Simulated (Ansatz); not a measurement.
A series of calculations on CH₁₀BClSi₃

## 1. Relaxation

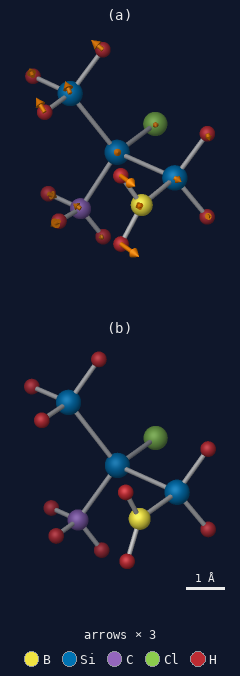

The structure of CH10BClSi3 before (top) and after (bottom) a relaxation, at one scale. The orange arrows give the displacements, 3 times their true length.

A ball-and-stick model, seen from a free direction.

The run prepares an end point of a later path (hydrogen shift) calculation, from a guessed geometry.

The calculation used RKS PBE-D4/STO-3G in Ansatz.

Input file:
```yaml
crystal:
  periodic: [false, false, false]
  atoms:
    - { symbol: B, position_ang: [1.0934, -2.3394, -0.1907] }
    - { symbol: Si, position_ang: [1.5227, -0.6804, 0.7512] }
    - { symbol: Si, position_ang: [0.0151, 0.9198, 0.2461] }
    - { symbol: C, position_ang: [0.1415, 1.2462, -1.5823] }
    - { symbol: Si, position_ang: [-1.9857, 0.2363, 0.8586] }
    - { symbol: Cl, position_ang: [0.5451, 2.6906, 1.2821] }
    - { symbol: H, position_ang: [1.2639, -2.3118, -1.3636] }
    - { symbol: H, position_ang: [0.135, -2.8692, 0.1714] }
    - { symbol: H, position_ang: [1.5077, -0.917, 2.2416] }
    - { symbol: H, position_ang: [2.8719, -0.2418, 0.3656] }
    - { symbol: H, position_ang: [-0.2093, 0.3032, -2.0958] }
    - { symbol: H, position_ang: [1.1009, 1.571, -1.8692] }
    - { symbol: H, position_ang: [-0.7175, 2.0548, -1.8404] }
    - { symbol: H, position_ang: [-2.3475, -0.9839, 0.1763] }
    - { symbol: H, position_ang: [-2.9694, 1.2728, 0.55] }
    - { symbol: H, position_ang: [-1.9907, 0.0263, 2.3431] }
basis:
  gaussian: { orbitals: STO-3G }
hamiltonian:
  xc: pbe
  dispersion: d4
relax:
  f_tol: 0.02
  max_steps: 50
output:
  orbitals: {}
```

Command:
```bash
ansatz run input.yaml --threads 1 --pin off --max-ram 2048MiB --backend cpu --events-out ev --progress --plain --runs-dir out
```

> Describe what moved and what it gained.

Over 8 accepted moves (9 points after the start) the energy falls by 83.3 kJ/mol. Largest force component: 5.4 eV/Å at the start, 0.0039 eV/Å at the end. The line search rejected the trial step at point 8 of the run. The atom that moves furthest after the best rigid fit is H7 (0.25 Å). By element the largest moves are H 0.25 Å, Si 0.13 Å, C 0.08 Å, B 0.07 Å, Cl 0.04 Å. Some distances before and after: C4–H13 1.208 → 1.103 Å, Si3–Si5 2.201 → 2.269 Å, Si2–H9 1.509 → 1.457 Å, C4–H12 1.053 → 1.103 Å. Among the angles between lasting bonds that change: H11–C4–H12 114.6° → 107.9°, Si2–B1–H7 115.2° → 121.5°, Si2–B1–H8 114.9° → 121.2°.

Limits of the set-up: STO-3G is a minimal basis, so the numbers are rough.

## 2. Relaxation

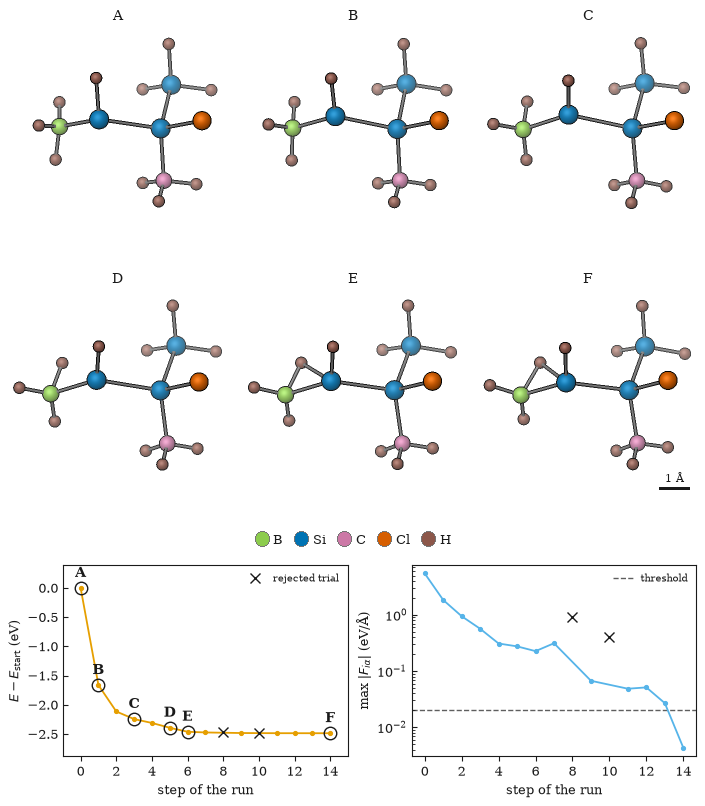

Frames of a relaxation of CH10BClSi3, marked on the history of the run. Style: ball-and-stick. Shown at a tilt.

The run prepares an end point of a later path (hydrogen shift) calculation, from a guessed geometry.

All numbers below come from Ansatz 0.2.0, RKS PBE-D4/STO-3G.

Input
```yaml
crystal:
  periodic: [false, false, false]
  atoms:
    - { symbol: B, position_ang: [1.0934, -2.3394, -0.1907] }
    - { symbol: Si, position_ang: [1.5227, -0.6804, 0.7512] }
    - { symbol: Si, position_ang: [0.0151, 0.9198, 0.2461] }
    - { symbol: C, position_ang: [0.1415, 1.2462, -1.5823] }
    - { symbol: Si, position_ang: [-1.9857, 0.2363, 0.8586] }
    - { symbol: Cl, position_ang: [0.5451, 2.6906, 1.2821] }
    - { symbol: H, position_ang: [1.2639, -2.3118, -1.3636] }
    - { symbol: H, position_ang: [0.135, -2.8692, 0.1714] }
    - { symbol: H, position_ang: [1.5077, -0.917, 2.2416] }
    - { symbol: H, position_ang: [2.15744, -2.60494, 0.21699] }
    - { symbol: H, position_ang: [-0.2093, 0.3032, -2.0958] }
    - { symbol: H, position_ang: [1.1009, 1.571, -1.8692] }
    - { symbol: H, position_ang: [-0.7175, 2.0548, -1.8404] }
    - { symbol: H, position_ang: [-2.3475, -0.9839, 0.1763] }
    - { symbol: H, position_ang: [-2.9694, 1.2728, 0.55] }
    - { symbol: H, position_ang: [-1.9907, 0.0263, 2.3431] }
basis:
  gaussian: { orbitals: STO-3G }
hamiltonian:
  xc: pbe
  dispersion: d4
relax:
  f_tol: 0.02
  max_steps: 50
output:
  orbitals: {}
```

Run as
```bash
ansatz run input.yaml --threads 1 --pin off --max-ram 2048MiB --backend cpu --events-out ev --progress --plain --runs-dir out
```

Describe the path.

Answer. The atom that moves furthest after the best rigid fit is H8 (0.79 Å). Largest moves by element: H 0.79 Å, B 0.45 Å, Si 0.19 Å, Cl 0.18 Å, C 0.13 Å. Some distances before and after: Si2–H8 2.656 → 1.785 Å, B1–H8 1.153 → 1.336 Å, C4–H13 1.208 → 1.103 Å, B1–Si2 1.955 → 1.871 Å. Among the angles between lasting bonds that change: Si2–B1–H8 114.9° → 65.2°, Si2–B1–H10 79.9° → 118.7°, H7–B1–H10 102.7° → 120.8°. The energy falls by 2.485 eV in 12 accepted moves (14 points after the start). Largest force component: 5.5 eV/Å at the start, 0.0043 eV/Å at the end. The line search rejected the trial steps at points 8, 10 of the run. The run took 78 s on 1 thread of AMD EPYC 7R43 64-Core Processor (Zen 3), on a shared host, peak memory 0.18 GiB. From step 0 to 1: Si2 moves most (0.19 Å), energy −1.662 eV. From step 1 to 3: H10 moves most (0.37 Å), energy −0.581 eV. From step 3 to 5: H8 moves most (0.31 Å), energy −0.148 eV. From step 5 to 6: H8 moves most (0.20 Å), energy −0.068 eV. From step 6 to 14: H8 moves most (0.16 Å), energy −0.025 eV.

| step | E − E(0), eV | largest force component, eV/Å | note |
| --- | --- | --- | --- |
| 0 | 0.0000 | 5.4762 |  |
| 1 | -1.6622 | 1.8461 |  |
| 2 | -2.1128 | 0.9483 |  |
| 3 | -2.2430 | 0.5670 |  |
| 4 | -2.3090 | 0.3097 |  |
| 5 | -2.3914 | 0.2754 |  |
| 6 | -2.4595 | 0.2264 |  |
| 7 | -2.4715 | 0.3130 |  |
| 8 | -2.4666 | 0.9181 | rejected |
| 9 | -2.4814 | 0.0672 |  |
| 10 | -2.4751 | 0.4099 | rejected |
| 11 | -2.4843 | 0.0485 |  |
| 12 | -2.4844 | 0.0512 |  |
| 13 | -2.4848 | 0.0268 |  |
| 14 | -2.4849 | 0.0043 |  |

Limits of the set-up: STO-3G is a minimal basis, so the numbers are rough.

## 3. Path

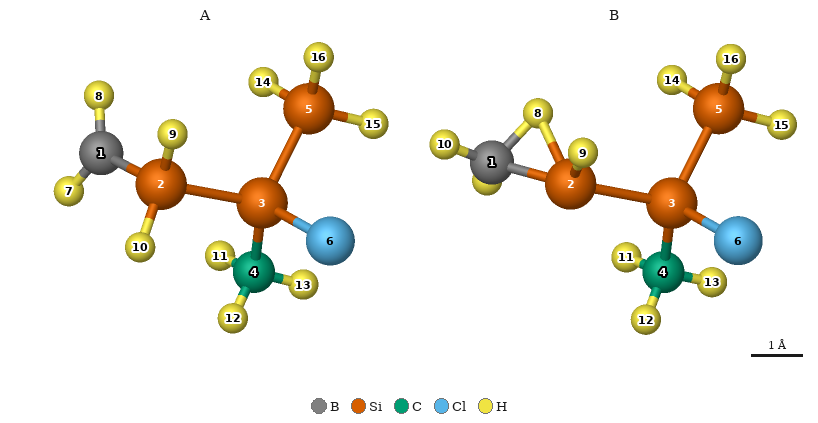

The two relaxed end points of a path for CH10BClSi3. Style: ball-and-stick. Shown at a tilt.

The calculation used RKS PBE-D4/STO-3G in Ansatz 0.2.0.

Settings: 5 movable images; climbing image; force threshold 0.05 eV/Å; iteration limit 36.

Start:
```xyz
16

B     1.0644   -2.2975   -0.2450
Si    1.5898   -0.7205    0.7599
Si    0.0176    0.8554    0.2556
C     0.0635    1.2740   -1.5864
Si   -2.0807    0.3017    0.9162
Cl    0.5651    2.6549    1.2689
H     1.4481   -2.4839   -1.3457
H     0.2784   -3.0651    0.1874
H     1.5602   -0.9188    2.2027
H     2.8918   -0.1872    0.3842
H    -0.2321    0.3961   -2.1875
H     1.0751    1.5773   -1.9037
H    -0.6285    2.0989   -1.8254
H    -2.4813   -0.9190    0.2305
H    -3.0288    1.3534    0.5832
H    -2.1253    0.0579    2.3492
```

End:
```xyz
16

B     1.7816   -2.1335   -0.1904
Si    1.5724   -0.5107    0.7177
Si   -0.0973    0.9727    0.2283
C    -0.0446    1.4524   -1.5961
Si   -2.1613    0.2472    0.8403
Cl    0.3366    2.7491    1.3304
H     1.3738   -2.2199   -1.2841
H     0.7360   -2.0861    0.6397
H     1.8683   -0.4435    2.1550
H     2.5402   -2.9197    0.2312
H    -0.1862    0.5561   -2.2253
H     0.9238    1.9062   -1.8650
H    -0.8405    2.1747   -1.8435
H    -2.4389   -1.0091    0.1594
H    -3.1759    1.2219    0.4706
H    -2.2111    0.0198    2.2758
```

Q: Predict the minimum-energy path and its barrier.

A: Forward barrier 16.2 kcal/mol, backward barrier 5.4 kcal/mol, with image 4 at the top; the reaction energy is +10.7 kcal/mol. A hydrogen atom shifts from one atom to another. Breaking: Si2–H10 (1.46 → 2.46 at the top → 2.64 Å). Forming: B1–H10 (2.86 → 1.19 at the top → 1.17 Å). The band converged in 15 iterations. The largest component of the band force went from 7.8 to 0.042 eV/Å. The climbing image converged on the top of the path. Its vibrational analysis gives one imaginary mode (181i cm⁻¹), as a transition state must have.

Energies of the converged images:

```json
{"image": "0", "path (Å)": "0.00", "E (kcal/mol)": "0.0"}
{"image": "1", "path (Å)": "1.09", "E (kcal/mol)": "0.9"}
{"image": "2", "path (Å)": "2.19", "E (kcal/mol)": "6.1"}
{"image": "3", "path (Å)": "3.28", "E (kcal/mol)": "12.7"}
{"image": "4", "path (Å)": "4.37", "E (kcal/mol)": "16.2"}
{"image": "5", "path (Å)": "5.36", "E (kcal/mol)": "13.3"}
{"image": "6", "path (Å)": "6.35", "E (kcal/mol)": "10.7"}
```

The geometry at the top of the path:

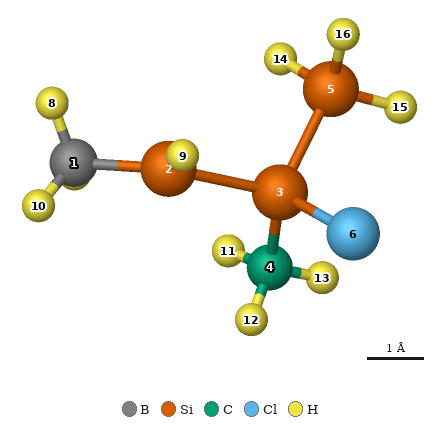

Limits of the set-up: STO-3G is a minimal basis, so the numbers are rough.
